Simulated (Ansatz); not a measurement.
# SrVO3 (cubic perovskite) (Pm-3m): how robust is the cRPA U?

What does U in SrVO3 (cubic perovskite) (Pm-3m) depend on besides the window?

Main program and level: Ansatz 0.2.0; constrained RPA on LDA, plane waves, PAW.

## Step 1: The structure

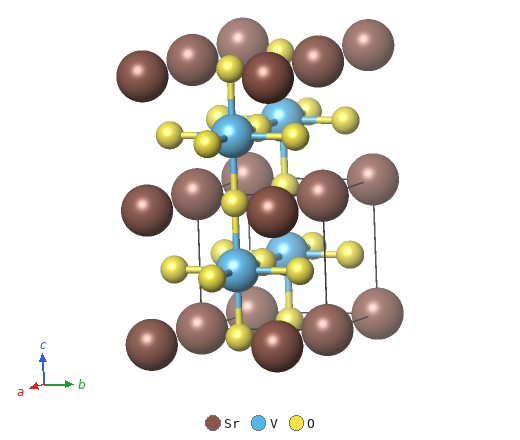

The starting structure, seen slightly off an axis (strontium brown, vanadium blue, oxygen yellow). 2×1×2 cells are drawn. Some periodic images of atoms are drawn too.

As a file:

```cif
data_structure
_symmetry_space_group_name_H-M 'P 1'
_symmetry_Int_Tables_number 1
_cell_length_a 3.7729
_cell_length_b 3.7729
_cell_length_c 3.7729
_cell_angle_alpha 90.000
_cell_angle_beta 90.000
_cell_angle_gamma 90.000
_cell_volume 53.71
loop_
_atom_site_label
_atom_site_type_symbol
_atom_site_fract_x
_atom_site_fract_y
_atom_site_fract_z
_atom_site_occupancy
Sr1 Sr 0.00000 0.00000 0.00000 1
V2 V 0.50000 0.50000 0.50000 1
O3 O 0.50000 0.50000 0.00000 1
O4 O 0.50000 0.00000 0.50000 1
O5 O 0.00000 0.50000 0.50000 1
```

The structure was relaxed with LDA. The structure type comes from a generator and need not be one that this composition takes. The structure was generated from a model, not taken from a measurement. The runs that relaxed it are not among those shown. The program's search for lower electronic states was switched off, so nothing shows that the state found is the lowest. The default PAW set here is soft_2. Its files were made with PBE.

## Step 2: Base: V t2g, bands v1 to c2, 6×6×6 mesh, medium accuracy

Constrained RPA screens the interaction with every transition except those inside the target bands, which a later many-body model would treat itself.

File input.yaml:

```yaml
crystal:
  lattice:
    - [0.0, -3.77292336, 0.0]
    - [0.0, 0.0, 3.77292336]
    - [-3.77292336, 0.0, 0.0]
  atoms:
    - { symbol: Sr, position: [0.0, 0.0, 0.0] }
    - { symbol: V, position: [0.5, 0.5, 0.5] }
    - { symbol: O, position: [0.5, 0.5, 0.0] }
    - { symbol: O, position: [0.5, 0.0, 0.5] }
    - { symbol: O, position: [0.0, 0.5, 0.5] }
kpoints:
  mp_grid: { grid: [6, 6, 6] }
hamiltonian:
  xc: lda
scf:
  occupations: { method: gaussian, width: 0.08 }
  n_extra_bands: 19
  max_iter: 150
  lower_state_search: "off"
output:
  crpa:
    kmesh: [6, 6, 6]
    target_bands: [v1, c2]
    projections: [{ species: V, l: d, shell: 3, orbitals: [dxz, dyz, dxy] }]
  local_orbitals:
    kmesh: [6, 6, 6]
    orbitals: [{ species: V, l: d, shell: 3, orbitals: [dxz, dyz, dxy] }]
    window: { bands: [v1, c2] }
    seedname: lo
```

The run is started by

```sh
$ ansatz run input.yaml --threads 4 --pin off --max-ram 14745MiB --backend cpu --events-out ev --progress --plain --runs-dir out
```

Numbers of over 12 decimals in the logs are rounded to 6 here.

Output:

```text
scf.n_extra_bands = 19 over 21 filled bands (N_el = 41.0): the run solves 40 bands
Engine: ansatz 0.2.0, aarch64-unknown-linux-gnu
Pseudopotentials: kind: paw
Pseudopotential: Sr, paw, valence charge 10, recommended cutoff 420 eV (normal), Sr.paw.azcp
Pseudopotential: V, paw, valence charge 13, recommended cutoff 420 eV (normal), V.paw.azcp
Pseudopotential: O, paw, valence charge 6, recommended cutoff 420 eV (normal), O.paw.azcp
Functional definition: SPW92
  exchange = slater_x
  correlation = pw_c
Crystal: 5 atoms, lattice volume = 53.707 Å³
Basis set: ecut = 420 eV, 1021 PW (Γ)
Bands: 40, of which v1, the nominal top of the filled ones, is band 21 counted from 1 (20 counted from 0)
Symmetry: 48 space group operations
Space group: Pm-3m (ITA 221), of the structure as read, at distance tolerance 3.8e-5 Å
k-points: 20 of 216
Non-local potential: Sr, projectors of the file, l = 0: 3, l = 1: 2, l = 2: 2
Non-local potential: V, projectors of the file, l = 0: 3, l = 1: 2, l = 2: 3, l = 3: 1
Non-local potential: O, projectors of the file, l = 0: 2, l = 1: 2, l = 2: 1
PAW form: soft (Blöchl's): semilocal exchange-correlation on the pseudo side does not see the compensation charge
PAW frozen core: Sr, regenerated for the run's functional, and the local potential with it (the file was generated under x = pbe(κ = 0.804, μ = 0.219515), c = pbe(β = 0.066725))
PAW frozen core: V, regenerated for the run's functional, and the local potential with it (the file was generated under x = pbe(κ = 0.804, μ = 0.219515), c = pbe(β = 0.066725))
PAW frozen core: O, regenerated for the run's functional, and the local potential with it (the file was generated under x = pbe(κ = 0.804, μ = 0.219515), c = pbe(β = 0.066725))
PAW one-centre angular grid: Sr, 110 points (default); XC on 64 Gauss nodes
PAW one-centre angular grid: V, 590 points (default); XC on 64 Gauss nodes
PAW one-centre angular grid: O, 110 points (default); XC on 64 Gauss nodes
Initial density: superposition of atomic densities (neutral atoms: chi_scale 0, normalization atom), corrected by the library's trained network
Initial wavefunctions: pseudopotential atomic-orbital guess
Functional: x = slater, c = lda
SCF iter   1: F=—  HF=-7977.719160 eV  |F-HF|=—  |Δ(HF+E_count)|=         —  Δρ=1.95e-2  dr2=1.83e-1  ethr=1.77e-3  ⟨swp⟩=7.5  Hψ=3951  notcnv=0  defer=148
preconditioner: auto → Resta (q_TF=auto, 2.608 Å⁻¹)  ε∞=3.1  [insulator: Δε(μ)=0.085 eV  Ē_g=19.552 eV  σ=0.080 eV  W_gap=0.52  n_scr=18 (ndim 8)  ℏωp=28.2 eV  f_vac=0.000  D(μ)=2.01/eV (n_scr^D=18)  ε∞_Penn≈3.1]
SCF iter   2: F=—  HF=-7977.687447 eV  |F-HF|=—  |Δ(HF+E_count)|=   3.17e-2  Δρ=9.79e-3  dr2=5.17e-2  ethr=4.46e-4  ⟨swp⟩=2.0  Hψ=1059  notcnv=0  defer=205
[...]
SCF 1 converged in 6 iterations: F = -7977.676588 eV  dr2 = 3.09e-8
[...]
NSCF: frozen V_eff on 23 k-points
NSCF: frozen V_eff on 20 k-points
[...]
cRPA screening: q 1/216
cRPA screening: q 2/216
cRPA screening: q 8/216 (q-point 3)
cRPA screening: q 14/216 (q-point 4)
cRPA screening: q 17/216 (q-point 8)
cRPA screening: q 29/216 (q-point 9)
cRPA screening: q 53/216 (q-point 10)
cRPA screening: q 65/216 (q-point 15)
cRPA screening: q 77/216 (q-point 16)
cRPA screening: q 89/216 (q-point 22)
[...]
cRPA screening: q 190/216 (q-point 87)
cRPA screening: q 198/216 (q-point 88)
cRPA screening: q 210/216 (q-point 94)
cRPA screening: q 216/216 (q-point 130)
SCF converged after 6 iterations
Free energy (F): -7977.676588 eV
Harris-Foulkes:  -7977.676588 eV  (|F-HF|=2.22e-8)
Internal energy: -7977.669825 eV  (E = F + TS)
E sigma→0 (E₀):  -7977.673207 eV
Entropy (-TS):   -0.006763 eV (-1.353 meV/atom)
Fermi energy:    13.004743 eV
--- Per-component energies (eV) ---
  E_band       = -198.013394
  E_kinetic    = 1112.032526
  E_local      = -2570.746780  (includes V_loc(G=0)·N_el)
  E_nonlocal   = 310.057954
  E_hartree    = 955.057053
  E_xc         = -522.740238
  E_vxc        = -612.061054  (∫ρ·V_xc dr)
  E_paw        = -4097.196328  (= ΣΔE_a)
  E_vpaw       = -347.426614  (= ΣTr[D̂ρ^β])
  E_aug_tail   = 0.007763  (compensation charges beyond the density's cutoff)
  E_ewald      = -3165.072826
  E_core_change = 0.931050  (= ΣΔE_core)
  E_smearing   = -0.006763  (= −TS)
  E_closure    = 0.000000  (closes the sum)
  Σ components = -7977.676588   (vs F -7977.676588, Δ=0.00e0)
--- Band table (eV; the first three rows and the last of 20) ---
  k-point 0: bands = [... 17 lower, 10.5619, 10.5619, 10.5619, 11.9927, 11.9927, 11.9927, 14.5521, 14.5521, ... 15 higher]
  k-point 1: bands = [... 17 lower, 9.7280, 10.3534, 10.3534, 12.0280, 12.6988, 12.6988, 14.5667, 15.4033, ... 15 higher]
  k-point 2: bands = [... 17 lower, 8.8147, 10.1469, 10.1469, 12.1006, 13.7106, 13.7106, 14.5830, 16.5761, ... 15 higher]
  k-point 19: bands = [... 17 lower, 10.9113, 10.9113, 10.9113, 14.7755, 14.7755, 14.7755, 18.3486, 18.3486, ... 15 higher]
--- cRPA (band scheme, projected local orbitals): target bands 21..23 (1-based), 3 Wannier function(s), 6×6×6 mesh, 46 bands' worth read of 51 solved, ecut_chi 136.0 eV, v(q+G=0) probe_charge, pair densities all_electron ---
  bands read: the sum over 46 bands ends inside a degenerate multiplet in 18 slots, whose members it reads at an even weight; the widest, k=0: bands 45 to 47 (counted from 1) at 2/3 each
  χ-basis size per q: N_G = 179..208
  window electrons = 1.0000, filled by tetrahedron_uncorrected; constrained ε̄⁻¹(q = 0, 0) head = 0.172017; min gauge Gram eig = 0.7041
  Kanamori averages over each shell's own Wannier functions (sites counted from 0, functions from 1):
    Site 1, 3D, 3 of 5 d orbitals (Wannier functions 1, 2, 3; wannier90's mr 2, 3, 5):
      screened: U = 3.2844 eV, U' = 2.4340 eV, J = 0.4070 eV
      screened, to within: U = 4.8e-3 eV, U' = 4.8e-3 eV, J = 6.5e-4 eV
      bare: V = 16.0616 eV, V' = 14.8818 eV, J = 0.5513 eV
  Hermiticity witness max|P − P†| over intra, direct and exchange elements: 5.33e-15 eV (screened), 2.86e-20 eV (bare)
  Reality witness max|Im| over intra, direct and exchange elements: 1.90e-19 eV (screened), 1.09e-18 eV (bare)
```

Elapsed: 2.3 min, on 4 threads of Arm Neoverse V1, shared host; peak memory 0.68 GiB; 8.8 min of CPU time.

Reading the cycles: dr2 is the Hartree energy of the density residual (eV), the measure of convergence; HF is the Harris–Foulkes estimate of the energy, which meets the free energy F at convergence.

Numbers from this step:

```yaml
u: 3.284 eV
u_prime_inter_orbital: 2.434 eV
j: 0.4070 eV
bare_v: 16.06 eV
bare_j: 0.5513 eV
stated_bound_on_u: 0.004784 eV
u_over_bare_v: 0.2045
electrons_in_the_window: 1.0000
head_of_the_constrained_inverse_dielectric_matrix: 0.1720
least_eigenvalue_of_the_projection_s_overlap: 0.7041
target_functions: 3
bands_in_the_sums: 46
r_m_s_miss_of_the_model_bands: 0.003784 eV
width_of_the_target_bands: 2.783 eV
weight_of_the_projected_orbitals_in_the_window: 0.7778
```

On the V t2g shell, screening brings the on-site interaction from 16.1 eV down to U = 3.28 eV.

## Step 3: Changed: 4×4×4 mesh

input.yaml, the sections that differ from step 2:

```yaml
output:
  crpa:
    kmesh: [4, 4, 4]
    target_bands: [v1, c2]
    projections: [{ species: V, l: d, shell: 3, orbitals: [dxz, dyz, dxy] }]
# crystal, kpoints, hamiltonian, scf: as in step 2
```

Output:

```text
[...]
Crystal: 5 atoms, lattice volume = 53.707 Å³
Basis set: ecut = 420 eV, 1021 PW (Γ)
Bands: 40, of which v1, the nominal top of the filled ones, is band 21 counted from 1 (20 counted from 0)
Symmetry: 48 space group operations
[...]
k-points: 20 of 216
[...]
SCF iter   1: F=—  HF=-7977.719160 eV  |F-HF|=—  |Δ(HF+E_count)|=         —  Δρ=1.95e-2  dr2=1.83e-1  ethr=1.77e-3  ⟨swp⟩=7.5  Hψ=3951  notcnv=0  defer=148
[...]
SCF iter   6: F=-7977.676588 eV  HF=-7977.676588 eV  |F-HF|=2.22e-8  |Δ(HF+E_count)|=   1.76e-7  Δρ=7.75e-6  dr2=3.09e-8  ethr=2.44e-10  ⟨swp⟩=11.6  Hψ=4402  notcnv=0
SCF 1 converged in 6 iterations: F = -7977.676588 eV  dr2 = 3.09e-8
[...]
NSCF: frozen V_eff on 10 k-points
[...]
cRPA screening: q 1/64
cRPA screening: q 2/64
cRPA screening: q 8/64 (q-point 3)
cRPA screening: q 11/64 (q-point 6)
cRPA screening: q 23/64 (q-point 7)
cRPA screening: q 35/64 (q-point 11)
cRPA screening: q 38/64 (q-point 22)
cRPA screening: q 46/64 (q-point 23)
cRPA screening: q 58/64 (q-point 27)
cRPA screening: q 64/64 (q-point 43)
SCF converged after 6 iterations
Free energy (F): -7977.676588 eV
[...]
Internal energy: -7977.669825 eV  (E = F + TS)
E sigma→0 (E₀):  -7977.673207 eV
Entropy (-TS):   -0.006763 eV (-1.353 meV/atom)
Fermi energy:    13.004743 eV
[...]
--- Band table (eV; the first three rows and the last of 20) ---
  k-point 0: bands = [... 17 lower, 10.5619, 10.5619, 10.5619, 11.9927, 11.9927, 11.9927, 14.5521, 14.5521, ... 15 higher]
  k-point 1: bands = [... 17 lower, 9.7280, 10.3534, 10.3534, 12.0280, 12.6988, 12.6988, 14.5667, 15.4033, ... 15 higher]
  k-point 2: bands = [... 17 lower, 8.8147, 10.1469, 10.1469, 12.1006, 13.7106, 13.7106, 14.5830, 16.5761, ... 15 higher]
  k-point 19: bands = [... 17 lower, 10.9113, 10.9113, 10.9113, 14.7755, 14.7755, 14.7755, 18.3486, 18.3486, ... 15 higher]
[...]
χ-basis size per q: N_G = 179..208
[...]
Site 1, 3D, 3 of 5 d orbitals (Wannier functions 1, 2, 3; wannier90's mr 2, 3, 5):
      screened: U = 3.2913 eV, U' = 2.4376 eV, J = 0.4085 eV
      screened, to within: U = 4.8e-3 eV, U' = 4.8e-3 eV, J = 6.6e-4 eV
      bare: V = 16.1286 eV, V' = 14.9453 eV, J = 0.5533 eV
[...]
```

The job ended after 24 s (4 threads; peak memory 0.51 GiB; 89 s of CPU time).

Numbers from this step:

| Item | Value |
| --- | --- |
| U | 3.291 eV |
| U prime (inter-orbital) | 2.438 eV |
| J | 0.4085 eV |
| bare V | 16.13 eV |
| bare J | 0.5533 eV |
| stated bound on U | 0.004745 eV |
| U over bare V | 0.2041 |
| electrons in the window | 1.000 |
| head of the constrained inverse dielectric matrix | 0.1636 |
| least eigenvalue of the projection's overlap | 0.7041 |
| target functions | 3 |
| bands in the sums | 46 |
| width of the target bands | 2.783 eV |
| weight of the projected orbitals in the window | 0.7778 |

On the V t2g shell, screening brings the on-site interaction from 16.1 eV down to U = 3.29 eV.

## Step 4: Changed: 8×8×8 mesh

Edit input.yaml of step 3 so:

```diff
@@ -22,3 +22,3 @@
   crpa:
-    kmesh: [4, 4, 4]
+    kmesh: [8, 8, 8]
     target_bands: [v1, c2]
```

Output:

```text
[...]
Crystal: 5 atoms, lattice volume = 53.707 Å³
Basis set: ecut = 420 eV, 1021 PW (Γ)
Bands: 40, of which v1, the nominal top of the filled ones, is band 21 counted from 1 (20 counted from 0)
Symmetry: 48 space group operations
[...]
k-points: 20 of 216
[...]
k-point 19: bands = [... 17 lower, 10.9113, 10.9113, 10.9113, 14.7755, 14.7755, 14.7755, 18.3486, 18.3486, ... 15 higher]
[...]
χ-basis size per q: N_G = 179..208
[...]
Site 1, 3D, 3 of 5 d orbitals (Wannier functions 1, 2, 3; wannier90's mr 2, 3, 5):
      screened: U = 3.2910 eV, U' = 2.4408 eV, J = 0.4069 eV
      screened, to within: U = 4.9e-3 eV, U' = 4.9e-3 eV, J = 6.5e-4 eV
      bare: V = 16.0511 eV, V' = 14.8718 eV, J = 0.5512 eV
[...]
[key lines of the parts left out:]
SCF converged after 6 iterations
Free energy (F): -7977.676588 eV
Fermi energy:    13.004743 eV
```

Wall time 9.5 min (4 threads); peak memory 1 GiB; 37 min of CPU time.

Numbers from this step:

```
U                                                 : 3.291 eV
U prime (inter-orbital)                           : 2.441 eV
J                                                 : 0.4069 eV
bare V                                            : 16.05 eV
bare J                                            : 0.5512 eV
stated bound on U                                 : 0.004857 eV
U over bare V                                     : 0.2050
electrons in the window                           : 1.0000
head of the constrained inverse dielectric matrix : 0.1751
least eigenvalue of the projection's overlap      : 0.7041
target functions                                  : 3
bands in the sums                                 : 46
width of the target bands                         : 2.783 eV
weight of the projected orbitals in the window    : 0.7778
```

On the V t2g shell, screening brings the on-site interaction from 16.1 eV down to U = 3.29 eV.

## Step 5: Changed: 2×2×2 mesh

Edit input.yaml of step 4 so:

```diff
@@ -22,3 +22,3 @@
   crpa:
-    kmesh: [8, 8, 8]
+    kmesh: [2, 2, 2]
     target_bands: [v1, c2]
```

Output:

```text
[...]
Crystal: 5 atoms, lattice volume = 53.707 Å³
Basis set: ecut = 420 eV, 1021 PW (Γ)
Bands: 40, of which v1, the nominal top of the filled ones, is band 21 counted from 1 (20 counted from 0)
Symmetry: 48 space group operations
[...]
k-points: 20 of 216
[...]
k-point 19: bands = [... 17 lower, 10.9113, 10.9113, 10.9113, 14.7755, 14.7755, 14.7755, 18.3486, 18.3486, ... 15 higher]
[...]
χ-basis size per q: N_G = 179..208
[...]
Site 1, 3D, 3 of 5 d orbitals (Wannier functions 1, 2, 3; wannier90's mr 2, 3, 5):
      screened: U = 3.5701 eV, U' = 2.6579 eV, J = 0.4361 eV
      screened, to within: U = 4.7e-3 eV, U' = 4.7e-3 eV, J = 7.4e-4 eV
      bare: V = 16.9474 eV, V' = 15.7064 eV, J = 0.5838 eV
[...]
[key lines of the parts left out:]
SCF converged after 6 iterations
Free energy (F): -7977.676588 eV
Fermi energy:    13.004743 eV
```

Run time: 4.2 s. Hardware: 4 threads; peak memory 0.44 GiB.

This step gave:

* U: 3.570 eV
* U prime (inter-orbital): 2.658 eV
* J: 0.4361 eV
* bare V: 16.95 eV
* bare J: 0.5838 eV
* stated bound on U: 0.004630 eV
* U over bare V: 0.2107
* electrons in the window: 1.0000
* head of the constrained inverse dielectric matrix: 0.1257
* least eigenvalue of the projection's overlap: 0.7041
* target functions: 3
* bands in the sums: 46
* width of the target bands: 2.783 eV
* weight of the projected orbitals in the window: 0.7778

On the V t2g shell, screening brings the on-site interaction from 16.9 eV down to U = 3.57 eV.

## Step 6: Changed: smooth pair densities

Edit input.yaml of step 5 so:

```diff
@@ -22,4 +22,5 @@
   crpa:
-    kmesh: [2, 2, 2]
+    kmesh: [6, 6, 6]
     target_bands: [v1, c2]
     projections: [{ species: V, l: d, shell: 3, orbitals: [dxz, dyz, dxy] }]
+    pair_densities: pseudo
```

Output:

```text
[...]
Crystal: 5 atoms, lattice volume = 53.707 Å³
Basis set: ecut = 420 eV, 1021 PW (Γ)
Bands: 40, of which v1, the nominal top of the filled ones, is band 21 counted from 1 (20 counted from 0)
Symmetry: 48 space group operations
[...]
k-points: 20 of 216
[...]
χ-basis size per q: N_G = 179..208
[...]
Site 1, 3D, 3 of 5 d orbitals (Wannier functions 1, 2, 3; wannier90's mr 2, 3, 5):
      screened: U = 3.3050 eV, U' = 2.4266 eV, J = 0.4201 eV
      screened, to within: U = 8.6e-3 eV, U' = 8.6e-3 eV, J = 3.8e-4 eV
      screened, sum over states alone: U = 3.5215 eV, U' = 2.4798 eV, J = 0.5024 eV
      bare: V = 16.0616 eV, V' = 14.8818 eV, J = 0.5513 eV
[...]
[key lines of the parts left out:]
SCF converged after 6 iterations
Free energy (F): -7977.676588 eV
Fermi energy:    13.004743 eV
```

It took 2.2 min on 4 threads; peak memory 0.62 GiB; 8.3 min of CPU time.

Numbers from this step:

| Quantity | Value |
| --- | --- |
| U | 3.305 eV |
| U prime (inter-orbital) | 2.427 eV |
| J | 0.4201 eV |
| bare V | 16.06 eV |
| bare J | 0.5513 eV |
| stated bound on U | 0.008565 eV |
| U over bare V | 0.2058 |
| electrons in the window | 1.0000 |
| head of the constrained inverse dielectric matrix | 0.1721 |
| least eigenvalue of the projection's overlap | 0.7041 |
| target functions | 3 |
| bands in the sums | 46 |
| width of the target bands | 2.783 eV |
| weight of the projected orbitals in the window | 0.7778 |

On the V t2g shell, screening brings the on-site interaction from 16.1 eV down to U = 3.31 eV.

## Step 7: Changed: accuracy low

Edit input.yaml of step 6 so:

```diff
@@ -25,2 +25,2 @@
     projections: [{ species: V, l: d, shell: 3, orbitals: [dxz, dyz, dxy] }]
-    pair_densities: pseudo
+    accuracy: low
```

Output:

```text
[...]
Crystal: 5 atoms, lattice volume = 53.707 Å³
Basis set: ecut = 420 eV, 1021 PW (Γ)
Bands: 40, of which v1, the nominal top of the filled ones, is band 21 counted from 1 (20 counted from 0)
Symmetry: 48 space group operations
[...]
k-points: 20 of 216
[...]
k-point 19: bands = [... 17 lower, 10.9113, 10.9113, 10.9113, 14.7755, 14.7755, 14.7755, 18.3486, 18.3486, ... 15 higher]
[...]
χ-basis size per q: N_G = 179..208
[...]
Site 1, 3D, 3 of 5 d orbitals (Wannier functions 1, 2, 3; wannier90's mr 2, 3, 5):
      screened: U = 3.2675 eV, U' = 2.4190 eV, J = 0.4055 eV
      screened, to within: U = 6.5e-2 eV, U' = 6.5e-2 eV, J = 7.5e-3 eV
      bare: V = 16.0616 eV, V' = 14.8818 eV, J = 0.5513 eV
[...]
[key lines of the parts left out:]
SCF converged after 6 iterations
Free energy (F): -7977.676588 eV
Fermi energy:    13.004743 eV
```

Wall time 66 s (4 threads); peak memory 0.65 GiB; 4.1 min of CPU time.

Numbers from this step:

```yaml
u: 3.268 eV
u_prime_inter_orbital: 2.419 eV
j: 0.4055 eV
bare_v: 16.06 eV
bare_j: 0.5513 eV
stated_bound_on_u: 0.06471 eV
u_over_bare_v: 0.2034
electrons_in_the_window: 1.0000
head_of_the_constrained_inverse_dielectric_matrix: 0.1720
least_eigenvalue_of_the_projection_s_overlap: 0.7041
target_functions: 3
bands_in_the_sums: 46
width_of_the_target_bands: 2.783 eV
weight_of_the_projected_orbitals_in_the_window: 0.7778
```

On the V t2g shell, screening brings the on-site interaction from 16.1 eV down to U = 3.27 eV.

## Step 8: Changed: sums without a band count

Edit input.yaml of step 7 so:

```diff
@@ -25,2 +25,2 @@
     projections: [{ species: V, l: d, shell: 3, orbitals: [dxz, dyz, dxy] }]
-    accuracy: low
+    accuracy: sum_over_states
```

Output:

```text
Error: 2 input errors — fix all and re-run
  1. invalid value for `output.crpa.n_empty_bands`: is left out, and the sums over bands alone (accuracy: sum_over_states under output.crpa) have no default for it, since their result follows it; type one, or take accuracy: low, medium or high under output.crpa
  2. invalid value for `output.crpa.ecut_chi`: is left out, and the sums over bands alone (accuracy: sum_over_states under output.crpa) have no default for it, since their result follows it; type one, or take accuracy: low, medium or high under output.crpa
```

The job ended after 0.11 s (4 threads; peak memory 0.089 GiB).

The program refused the input before any cycle.

The program's message: “Error: 2 input errors — fix all and re-run”

The fault put into this input: sums without a band count.

[end of part 1 of 2]

[Paths, hosts, dates, memory and timing lines, banners, echoed tables and standing remarks are left out of the program output.]

[Logs are printed without paths, hosts, clocks, repeated set-up lines and the standing remarks that a program may print on its own settings, such as how far it seeks lower states.]

[Runs of the session that timed out or met a known fault of the program may be left out.]

[Hosts, paths, dates, database ids (printed as entryN), source tags and the programs' standing remarks are cut or masked in the printed files.]
